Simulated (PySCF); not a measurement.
C3H9NSi2, SMILES CC[SiH2][SiH2]C#N at its GFN2-xTB optimised geometry (Å):

```
15

C      1.6679    -0.7306     0.0000
C      0.1431    -0.7306     0.0000
Si    -0.6067     1.0217     0.0000
Si    -0.1770     2.1547     1.9779
C      1.6192     1.9836     2.4655
N      2.7251     1.8589     2.7410
H      2.0614    -0.2338     0.8846
H      2.0542    -1.7487    -0.0140
H      2.0515    -0.2130    -0.8769
H     -0.2141    -1.2876     0.8691
H     -0.2115    -1.2749    -0.8778
H     -0.0925     1.7487    -1.1698
H     -2.0614     0.8905    -0.1813
H     -0.8761     1.6575     3.1708
H     -0.3602     3.6100     1.9245
```

Computed with PBE0/def2-TZVP (PySCF).

Map of the deformation density (molecule minus spherical neutral atoms) (e/bohr³) on the plane z = 1.2 Å:

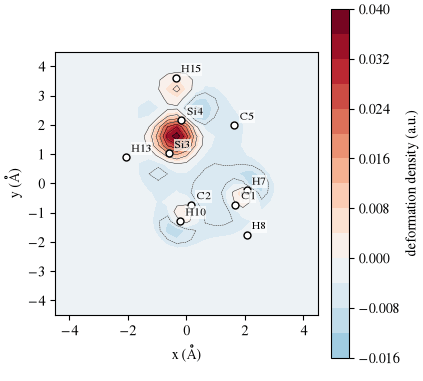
Fig. 1. Deformation density (molecule minus spherical neutral atoms) (e/bohr³) on the plane z = 1.2 Å.
